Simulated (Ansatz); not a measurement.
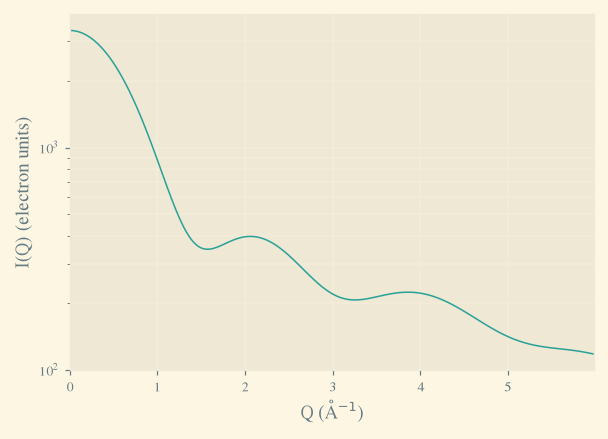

Elastic X-ray scattering of a randomly oriented, rigid molecule, calculated with the Debye equation from neutral-atom form factors (independent atoms, no Compton part, no vibration). The geometry is the end point of an optimisation (UKS PBE0-D4/def2-SVP (Ansatz)); it may be a saddle point or a higher isomer. It contains Al, O, F, H, S.

How many electrons does the independent-atom model of the molecule hold?

Answer. I(0) is the square of the electron number: I(0) = 3360, so about 58 electrons, the count of AlF2H3OS.

What radius of gyration does the initial fall-off give?

Answer. From I(Q) ≈ I(0) exp(−Q²R²/3) at small Q, R ≈ 2.01 Å. It is larger than the electron-weighted radius of the nuclear positions alone (1.88 Å), because each atom's electron cloud adds to it.
